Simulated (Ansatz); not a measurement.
Geometry relaxation of B$_{2}$Si$_{2}$PNH$_{10}$ (part 1 of 4)

B$_{2}$Si$_{2}$PNH$_{10}$, SMILES NB([SiH3])B[SiH2]P, computed with RKS B3LYP-D4/6-31G* (Ansatz 0.2.0).

The run did not end well. It belongs to a series of runs on one base structure; here: end point A relaxed.

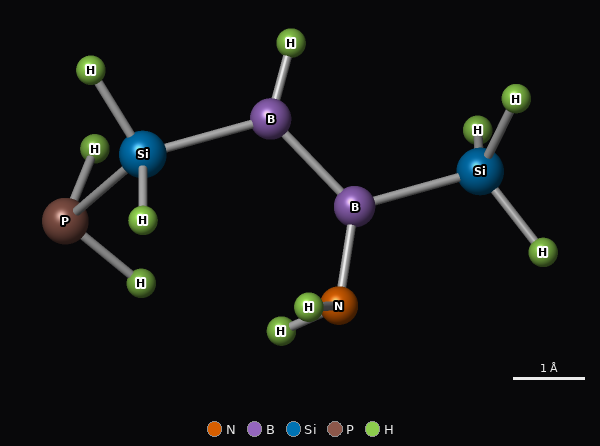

Figure 1. The structure as given in the input (ball-and-stick view, seen at a tilt).

What the run reported:

```json
{"quantity": "outcome", "value": "not converged"}
{"quantity": "hardware", "value": "2 threads of Arm Neoverse V2, 24 GiB of memory available, shared host"}
{"quantity": "wall time", "value": "2.9 min (CPU time 5.6 min)"}
{"quantity": "peak memory", "value": "0.33 GiB"}
```

What went wrong:

The run did not converge: “geometry relaxation did not converge after 40 steps: max|allowed force component| = 1.84e-2 eV/Å (threshold 1.5e-2). Raise `relax.max_steps` over both its present limit and 40, loosen `relax.f_tol`, or start from a geometry closer to equilibrium …” Its last values are not results.

The input:
```yaml
crystal:
  periodic: [false, false, false]
  atoms:
    - { symbol: "N", position_ang: [-1.4197, -0.8178, 0.9047] }
    - { symbol: B, position_ang: [-0.0772, -0.9822, 0.3161] }
    - { symbol: Si, position_ang: [0.5353, -2.7811, -0.0047] }
    - { symbol: B, position_ang: [1.0212, 0.3138, 0.0179] }
    - { symbol: Si, position_ang: [0.3931, 2.1349, 0.2945] }
    - { symbol: P, position_ang: [-0.919, 2.8291, -1.3369] }
    - { symbol: H, position_ang: [-1.3406, -0.227, 1.7831] }
    - { symbol: H, position_ang: [-1.9675, -0.1651, 0.2146] }
    - { symbol: H, position_ang: [0.9041, -2.9275, -1.3718] }
    - { symbol: H, position_ang: [-0.4755, -3.7446, 0.4074] }
    - { symbol: H, position_ang: [1.7593, -3.0172, 0.8448] }
    - { symbol: H, position_ang: [2.0882, 0.0968, -0.2625] }
    - { symbol: H, position_ang: [1.5358, 3.0265, 0.322] }
    - { symbol: H, position_ang: [-0.3396, 2.2636, 1.6152] }
    - { symbol: H, position_ang: [-0.0101, 2.3387, -2.3667] }
    - { symbol: H, position_ang: [-1.7107, 1.6365, -1.3333] }
basis:
  gaussian: { orbitals: "6-31G*" }
hamiltonian:
  xc: b3lyp
  dispersion: d4
relax:
  f_tol: 0.015
  max_steps: 40
```

Run as:
```bash
ansatz run input.yaml --threads 2 --pin off --max-ram 3072MiB --backend cpu --events-out ev --progress --plain --runs-dir out
```

Output:
```
The last accepted step is kept in [file] (removed where the run ends without a failure and the disk answers)
Engine: ansatz 0.2.0, aarch64-unknown-linux-gnu
Functional definition: B3LYP
  parameter a0 = 0.2
  parameter ax = 0.72
  parameter ac = 0.81
  exchange = (1 - a0 - ax)*slater_x + ax*b88_x + a0*exact_x
  correlation = (1 - ac)*vwn_rpa_c + ac*lyp_c
1356 factors; integrals over basis functions are off by at most 5.9e-4 eV
mean field evaluation 1: about -28041.5924 eV, gradient 5.0e1 eV
mean field evaluation 2: about -28007.8608 eV, gradient 1.0e2 eV
mean field evaluation 4: about -28047.0360 eV, gradient 9.1e0 eV
mean field evaluation 8: about -28047.3019 eV, gradient 1.9e-1 eV
mean field evaluation 16: about -28047.3020 eV, gradient 1.9e-4 eV
mean field -28047.30202749 eV, -1030.7193383661 hartree, gradient 2.4e-5 eV, S^2 0.000000; 0 other end points of the search recorded, 0 dependent functions left out
the calculation of the forces begins
reference -28047.30235511 eV, -1030.7193504059 hartree; 35, 35 occupied and 87, 87 virtual orbitals, 1356 factors
relax step   1: F+E_penalty+E_count = -28047.99935708 eV  Δ(F+E_penalty+E_count) = +0.000e0 eV  max|allowed force component| = 2.004e0 eV/Å  Δτ_max = 0.0000 Å  (30 SCF iters, accepted)
these checks for a lower state are left out or cut short: starts, cluster_reference, orbital_swaps, neighbouring_geometries, increment
1356 factors; integrals over basis functions are off by at most 6.3e-4 eV
mean field -28047.86753360 eV, -1030.7401203322 hartree, gradient 2.7e-5 eV, S^2 0.000000; 0 other end points of the search recorded, 0 dependent functions left out
[... from here on the field's lines of each further geometry are left out, up to the last ...]
relax step   2: F+E_penalty+E_count = -28048.54667269 eV  Δ(F+E_penalty+E_count) = -5.473e-1 eV  max|allowed force component| = 9.278e-1 eV/Å  Δτ_max = 0.1910 Å  (32 SCF iters, accepted)
relax step   3: F+E_penalty+E_count = -28048.78871415 eV  Δ(F+E_penalty+E_count) = -2.420e-1 eV  max|allowed force component| = 1.444e0 eV/Å  Δτ_max = 0.1948 Å  (36 SCF iters, accepted)
relax step   4: F+E_penalty+E_count = -28049.05304911 eV  Δ(F+E_penalty+E_count) = -2.643e-1 eV  max|allowed force component| = 1.603e0 eV/Å  Δτ_max = 0.1972 Å  (31 SCF iters, accepted)
relax step   5: F+E_penalty+E_count = -28049.31878015 eV  Δ(F+E_penalty+E_count) = -2.657e-1 eV  max|allowed force component| = 2.032e0 eV/Å  Δτ_max = 0.1950 Å  (31 SCF iters, accepted)
relax step   6: F+E_penalty+E_count = -28049.62760259 eV  Δ(F+E_penalty+E_count) = -3.088e-1 eV  max|allowed force component| = 1.436e0 eV/Å  Δτ_max = 0.2000 Å  (31 SCF iters, accepted)
relax step   7: F+E_penalty+E_count = -28049.89406861 eV  Δ(F+E_penalty+E_count) = -2.665e-1 eV  max|allowed force component| = 1.295e0 eV/Å  Δτ_max = 0.1947 Å  (30 SCF iters, accepted)
relax step   8: F+E_penalty+E_count = -28050.07636618 eV  Δ(F+E_penalty+E_count) = -1.823e-1 eV  max|allowed force component| = 1.261e0 eV/Å  Δτ_max = 0.1948 Å  (29 SCF iters, accepted)
relax step   9: F+E_penalty+E_count = -28050.16600390 eV  Δ(F+E_penalty+E_count) = -8.964e-2 eV  max|allowed force component| = 1.006e0 eV/Å  Δτ_max = 0.2000 Å  (30 SCF iters, accepted)
relax step  10: F+E_penalty+E_count = -28050.21825572 eV  Δ(F+E_penalty+E_count) = -5.225e-2 eV  max|allowed force component| = 1.046e0 eV/Å  Δτ_max = 0.1936 Å  (29 SCF iters, accepted)
relax step  11: F+E_penalty+E_count = -28050.25324560 eV  Δ(F+E_penalty+E_count) = -3.499e-2 eV  max|allowed force component| = 6.468e-1 eV/Å  Δτ_max = 0.1999 Å  (29 SCF iters, accepted)
relax step  12: F+E_penalty+E_count = -28050.26843472 eV  Δ(F+E_penalty+E_count) = -1.519e-2 eV  max|allowed force component| = 1.977e-1 eV/Å  Δτ_max = 0.0899 Å  (30 SCF iters, accepted)
relax step  13: F+E_penalty+E_count = -28050.28295502 eV  Δ(F+E_penalty+E_count) = -1.452e-2 eV  max|allowed force component| = 9.622e-2 eV/Å  Δτ_max = 0.2000 Å  (29 SCF iters, accepted)
relax step  14: F+E_penalty+E_count = -28050.28593514 eV  Δ(F+E_penalty+E_count) = -2.980e-3 eV  max|allowed force component| = 6.627e-2 eV/Å  Δτ_max = 0.0308 Å  (30 SCF iters, accepted)
relax step  15: F+E_penalty+E_count = -28050.28944316 eV  Δ(F+E_penalty+E_count) = -3.508e-3 eV  max|allowed force component| = 1.096e-1 eV/Å  Δτ_max = 0.0679 Å  (30 SCF iters, accepted)
relax step  16: F+E_penalty+E_count = -28050.29266057 eV  Δ(F+E_penalty+E_count) = -3.217e-3 eV  max|allowed force component| = 7.277e-2 eV/Å  Δτ_max = 0.0598 Å  (29 SCF iters, accepted)
relax step  17: F+E_penalty+E_count = -28050.29858320 eV  Δ(F+E_penalty+E_count) = -5.923e-3 eV  max|allowed force component| = 1.775e-1 eV/Å  Δτ_max = 0.1895 Å  (29 SCF iters, accepted)
relax step  18: F+E_penalty+E_count = -28050.30664608 eV  Δ(F+E_penalty+E_count) = -8.063e-3 eV  max|allowed force component| = 2.161e-1 eV/Å  Δτ_max = 0.0778 Å  (29 SCF iters, accepted)
relax step  19: F+E_penalty+E_count = -28050.32332829 eV  Δ(F+E_penalty+E_count) = -1.668e-2 eV  max|allowed force component| = 2.848e-1 eV/Å  Δτ_max = 0.1951 Å  (29 SCF iters, accepted)
relax step  20: F+E_penalty+E_count = -28050.34050292 eV  Δ(F+E_penalty+E_count) = -1.717e-2 eV  max|allowed force component| = 5.049e-1 eV/Å  Δτ_max = 0.1950 Å  (29 SCF iters, accepted)
relax step  21: F+E_penalty+E_count = -28050.38199020 eV  Δ(F+E_penalty+E_count) = -4.149e-2 eV  max|allowed force component| = 3.582e-1 eV/Å  Δτ_max = 0.2000 Å  (28 SCF iters, accepted)
relax step  22: F+E_penalty+E_count = -28050.41163503 eV  Δ(F+E_penalty+E_count) = -2.964e-2 eV  max|allowed force component| = 3.257e-1 eV/Å  Δτ_max = 0.1934 Å  (29 SCF iters, accepted)
relax step  23: F+E_penalty+E_count = -28050.44534268 eV  Δ(F+E_penalty+E_count) = -3.371e-2 eV  max|allowed force component| = 2.361e-1 eV/Å  Δτ_max = 0.1951 Å  (28 SCF iters, accepted)
relax step  24: F+E_penalty+E_count = -28050.47038461 eV  Δ(F+E_penalty+E_count) = -2.504e-2 eV  max|allowed force component| = 2.858e-1 eV/Å  Δτ_max = 0.1951 Å  (28 SCF iters, accepted)
relax step  25: F+E_penalty+E_count = -28050.49036000 eV  Δ(F+E_penalty+E_count) = -1.998e-2 eV  max|allowed force component| = 3.574e-1 eV/Å  Δτ_max = 0.1548 Å  (28 SCF iters, accepted)
relax step  26: F+E_penalty+E_count = -28050.49363531 eV  Δ(F+E_penalty+E_count) = -3.275e-3 eV  max|allowed force component| = 5.895e-1 eV/Å  Δτ_max = 0.1906 Å  (29 SCF iters, accepted)
relax step  27: F+E_penalty+E_count = -28050.49520827 eV  Δ(F+E_penalty+E_count) = -1.573e-3 eV  max|allowed force component| = 4.148e-1 eV/Å  Δτ_max = 0.2000 Å  (29 SCF iters, accepted)
relax step  28: F+E_penalty+E_count = -28050.51629250 eV  Δ(F+E_penalty+E_count) = -2.108e-2 eV  max|allowed force component| = 2.507e-1 eV/Å  Δτ_max = 0.1997 Å  (29 SCF iters, accepted)
relax step  29: F+E_penalty+E_count = -28050.49630229 eV  Δ(F+E_penalty+E_count) = +1.999e-2 eV  max|allowed force component| = 3.136e-1 eV/Å  Δτ_max = 0.1996 Å  (28 SCF iters, rejected (line search))
relax step  30: F+E_penalty+E_count = -28050.54403364 eV  Δ(F+E_penalty+E_count) = -2.774e-2 eV  max|allowed force component| = 6.224e-2 eV/Å  Δτ_max = 0.0951 Å  (29 SCF iters, accepted)
relax step  31: F+E_penalty+E_count = -28050.54597788 eV  Δ(F+E_penalty+E_count) = -1.944e-3 eV  max|allowed force component| = 6.270e-2 eV/Å  Δτ_max = 0.0754 Å  (29 SCF iters, accepted)
relax step  32: F+E_penalty+E_count = -28050.54710448 eV  Δ(F+E_penalty+E_count) = -1.127e-3 eV  max|allowed force component| = 5.648e-2 eV/Å  Δτ_max = 0.0291 Å  (30 SCF iters, accepted)
relax step  33: F+E_penalty+E_count = -28050.54763336 eV  Δ(F+E_penalty+E_count) = -5.289e-4 eV  max|allowed force component| = 3.939e-2 eV/Å  Δτ_max = 0.0304 Å  (30 SCF iters, accepted)
relax step  34: F+E_penalty+E_count = -28050.54819259 eV  Δ(F+E_penalty+E_count) = -5.592e-4 eV  max|allowed force component| = 4.125e-2 eV/Å  Δτ_max = 0.0108 Å  (24 SCF iters, accepted)
relax step  35: F+E_penalty+E_count = -28050.54854783 eV  Δ(F+E_penalty+E_count) = -3.552e-4 eV  max|allowed force component| = 3.039e-2 eV/Å  Δτ_max = 0.0143 Å  (24 SCF iters, accepted)
relax step  36: F+E_penalty+E_count = -28050.54896041 eV  Δ(F+E_penalty+E_count) = -4.126e-4 eV  max|allowed force component| = 1.464e-2 eV/Å  Δτ_max = 0.0319 Å  (24 SCF iters, accepted)
relax step  37: F+E_penalty+E_count = -28050.54920773 eV  Δ(F+E_penalty+E_count) = -2.473e-4 eV  max|allowed force component| = 2.397e-2 eV/Å  Δτ_max = 0.0269 Å  (24 SCF iters, accepted)
relax step  38: F+E_penalty+E_count = -28050.54945533 eV  Δ(F+E_penalty+E_count) = -2.476e-4 eV  max|allowed force component| = 3.757e-2 eV/Å  Δτ_max = 0.0307 Å  (24 SCF iters, accepted)
the calculation of the forces begins
reference -28049.85769329 eV, -1030.8132573522 hartree; 35, 35 occupied and 87, 87 virtual orbitals, 1356 factors
relax step  39: F+E_penalty+E_count = -28050.54966351 eV  Δ(F+E_penalty+E_count) = -2.082e-4 eV  max|allowed force component| = 3.470e-2 eV/Å  Δτ_max = 0.0322 Å  (24 SCF iters, accepted)
these checks for a lower state are left out or cut short: starts, cluster_reference, orbital_swaps, neighbouring_geometries, increment
1356 factors; integrals over basis functions are off by at most 6.7e-4 eV
mean field -28049.85811184 eV, -1030.8132727334 hartree, gradient 9.8e-6 eV, S^2 0.000000; 0 other end points of the search recorded, 0 dependent functions left out
the calculation of the forces begins
reference -28049.85844446 eV, -1030.8132849569 hartree; 35, 35 occupied and 87, 87 virtual orbitals, 1356 factors
relax step  40: F+E_penalty+E_count = -28050.54981450 eV  Δ(F+E_penalty+E_count) = -1.510e-4 eV  max|allowed force component| = 1.843e-2 eV/Å  Δτ_max = 0.0393 Å  (29 SCF iters, accepted)
```

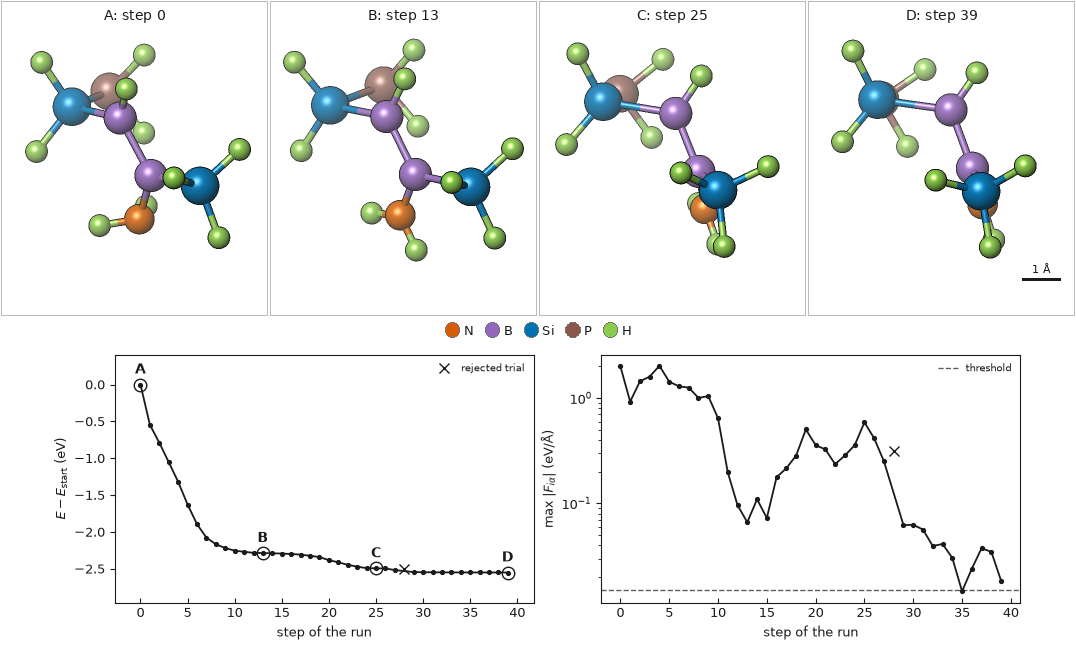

Figure 2. Frames of the relaxation (ball-and-stick view, seen at a tilt) above the curves, on which the letters mark them (the first geometry is step 0 here and step 1 in the log).

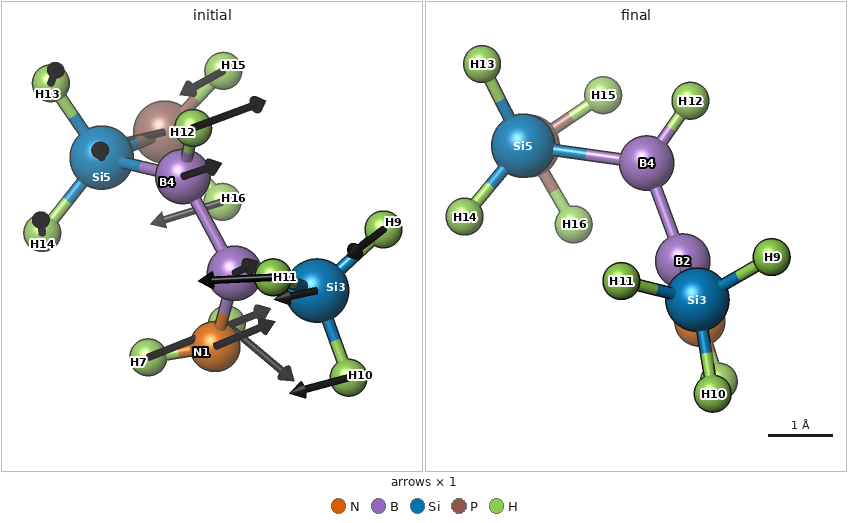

Figure 3. Before (left) and after (right) the relaxation, at one scale (ball-and-stick view, seen at a tilt). The black arrows give the displacements, at true length. The relaxation stopped without meeting its thresholds, so the last structure isn't shown to be converged. After 39 geometry steps the energy has fallen by 2.550 eV. Largest force component: 2 eV/Å at the start, 0.018 eV/Å at the end. The line search rejected the trial step at point 28 (counted from 0) and went back. The atom that moves furthest after the best rigid fit is H7 (2.56 Å). By element the largest moves are H 2.56 Å, N 1.15 Å, P 1.00 Å, B 0.80 Å, Si 0.72 Å. Distances before and after: B2–Si3 1.927 → 2.048 Å, Si5–P6 2.206 → 2.305 Å, N1–H8 1.097 → 1.012 Å, N1–B2 1.475 → 1.398 Å. Among the angles that change: B2–N1–H8 105.7° → 124.1°, B2–N1–H7 108.9° → 123.2°, B4–Si5–P6 112.4° → 98.6°. (Atoms are counted from 1 in the order of the input.)
